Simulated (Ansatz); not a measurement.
```xyz
4

Al    0.0000    0.0000    0.0013
H     0.0000    0.0000    1.5670
F     1.4111    0.0000   -0.8492
F    -1.4111    0.0000   -0.8492
```

Method: Ansatz 0.2.0, RKS B3LYP-D4/6-31G*.

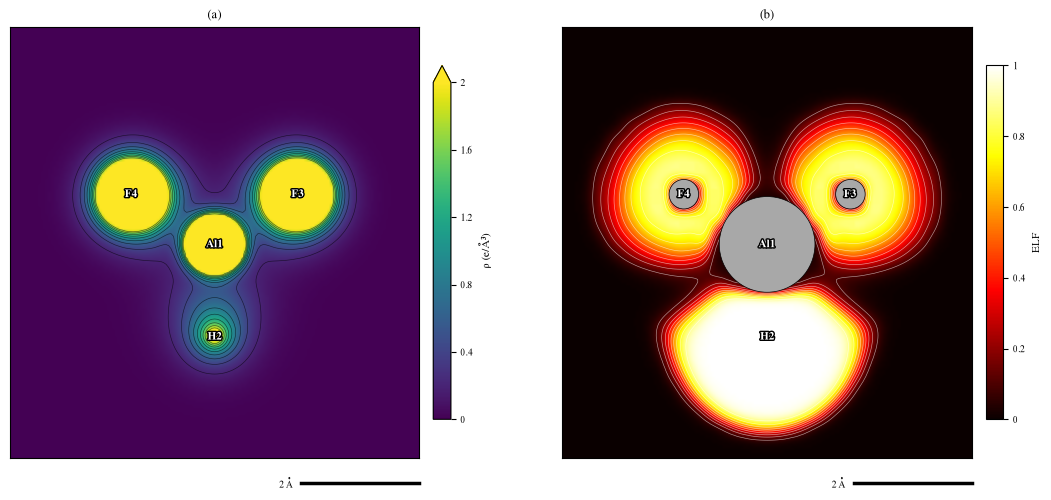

AlF2H. (a) electron density; (b) ELF on the molecular plane. Grey discs cover the atomic cores in the ELF map.

Read the bonding off the picture.

The section cuts through Al, H and F sites.
Al–F (1.65 Å): the density is about 0.86 e/Å³ at the midpoint; the ELF peaks at about 0.85 in the valence shell of F, 0.6 Å from its nucleus, and is about 0.35 at the midpoint.
Al–H (1.57 Å): ρ is about 0.56 e/Å³ halfway; the ELF climbs to about 1 towards the hydrogen.
The ELF also peaks beside F4 and F3, away from the bonds: lone-pair regions.
